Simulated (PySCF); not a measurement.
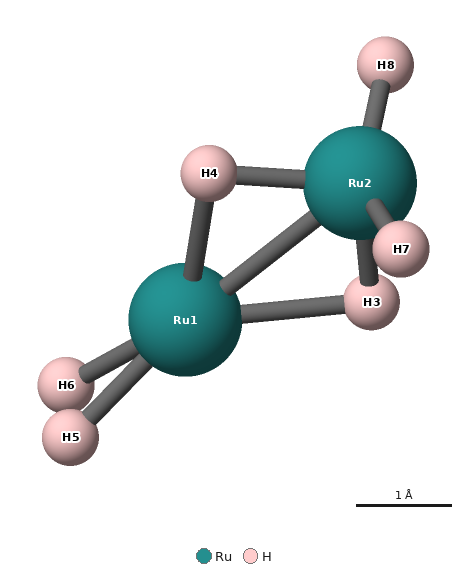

The structure as given in the input (ball-and-stick view, seen at a tilt; atoms are numbered from 1 in the order of the input). Sticks mark near contacts.

**Run report: Ru2H6, frequency calculation**

Ru2H6, multiplicity 3, computed with UKS-based PBE0, Ru def2-TZVP with ECP28, H def2-TZVP; non-relativistic Hamiltonian with a scalar-relativistic core potential; density fitting (PySCF 2.14.0).

**Log**
```
init E= -193.218308906069
  alpha nocc = 20  HOMO = -0.239721709041531  LUMO = -0.082640964292608
  beta  nocc = 18  HOMO = -0.197498793480438  LUMO = -0.117182839041942
  HOMO = -0.19749879348  LUMO = -0.117182839042  gap/eV = 2.18551
cycle= 1 E= -193.218308905947  delta_E= 1.22e-10  |g|= 1.96e-05  |ddm|= 2.29e-05
  alpha nocc = 20  HOMO = -0.239720612194359  LUMO = -0.0826514395108555
  beta  nocc = 18  HOMO = -0.197499956626929  LUMO = -0.117190149533453
  HOMO = -0.197499956627  LUMO = -0.117190149533  gap/eV = 2.18534
cycle= 2 E= -193.218308905114  delta_E= 8.33e-10  |g|= 4.86e-05  |ddm|= 5.03e-05
  alpha nocc = 20  HOMO = -0.239723537506987  LUMO = -0.0826447760334958
  beta  nocc = 18  HOMO = -0.197500148142725  LUMO = -0.117185690071509
  HOMO = -0.197500148143  LUMO = -0.117185690072  gap/eV = 2.18547
cycle= 3 E= -193.218308906058  delta_E= -9.44e-10  |g|= 1.1e-05  |ddm|= 3.7e-05
  alpha nocc = 20  HOMO = -0.239721988715753  LUMO = -0.0826442385056363
  beta  nocc = 18  HOMO = -0.197499414130027  LUMO = -0.117185175214655
  HOMO = -0.19749941413  LUMO = -0.117185175215  gap/eV = 2.18546
cycle= 4 E= -193.218308906109  delta_E= -5.09e-11  |g|= 3.65e-07  |ddm|= 7.97e-06
  alpha nocc = 20  HOMO = -0.239721924293498  LUMO = -0.0826442806382914
  beta  nocc = 18  HOMO = -0.197499378240013  LUMO = -0.11718521369123
  HOMO = -0.19749937824  LUMO = -0.117185213691  gap/eV = 2.18546
Extra cycle  E= -193.218308906107  delta_E= 1.31e-12  |g|= 5.23e-07  |ddm|= 8.79e-07
converged SCF energy = -193.218308906107  <S^2> = 3.0243886  2S+1 = 3.6190544
```

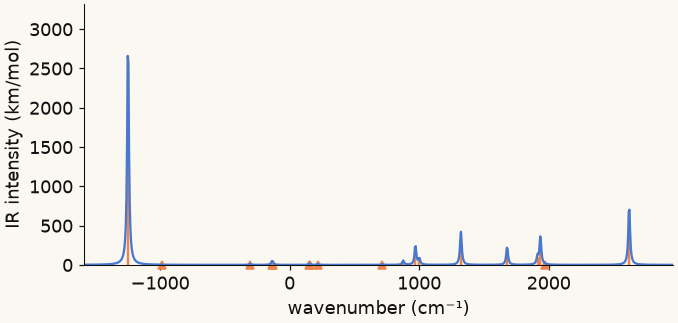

Harmonic infrared spectrum, unscaled: sticks (degenerate modes added up, dark ones marked on the axis) with a Lorentzian envelope of 16 cm⁻¹ full width, scaled to the tallest stick; imaginary modes are drawn at negative wavenumbers. 18 modes from 1247i to 2621 cm⁻¹, 5 imaginary beyond 8i (1247i, 983i, 303i, 137i cm⁻¹): not a minimum. The strongest line is at 1247i cm⁻¹ (2659 km/mol).

This output came from the following input.

**Input file**
```python
from pyscf import gto, scf, dft
mol = gto.M(atom='''
Ru     1.262768    -0.000000    -0.000000
Ru    -1.281249     0.000000     0.000000
H     -0.265239     1.238099     0.000000
H     -0.265239    -1.238099    -0.000000
H      2.969973    -0.000000     0.441958
H      2.969973    -0.000000    -0.441958
H     -1.765590    -0.000000     1.566303
H     -1.765590     0.000000    -1.566303''',
    basis={'Ru': 'def2-TZVP', 'H': 'def2-TZVP'},
    ecp={'Ru': 'def2-TZVP'},
    charge=0, spin=2)
mf = dft.UKS(mol, xc='PBE0')
mf.grids.atom_grid = (75, 302)
aux = {'Ru': 'def2-universal-JKFIT', 'H': 'def2-universal-JKFIT'}
mf = mf.density_fit(auxbasis=aux)
mf.conv_tol = 1e-09
mf.diis_space = 10
mf.max_cycle = 60
mf.verbose = 4
mf.kernel()
```

The script is an equivalent of the set-up of the self-consistent field. The run itself was carried out by a driver, which started from the orbitals of the step before it where there was one and computed the further properties.

Launch command:
```bash
OMP_NUM_THREADS=4 python axn.py task.json out
```

**Summary**

- outcome: converged
- total energy: −193.218309 hartree
- ⟨S²⟩: 3.024
- zero-point energy: 0.035394 hartree
- dipole moment: 2.47 D
- wavenumbers, lowest and highest: 1247i and 2621 cm⁻¹
- hardware: 4 threads of Arm Neoverse V1, 24 GiB of memory available, shared host
- wall time: 3.9 min (CPU time 13 min)
- peak memory: 2.3 GiB

**Remarks**

Checks after the run noted: spin contamination. ⟨S²⟩ is 3.02 against 2.00 for a pure state: the solution is spin-contaminated.
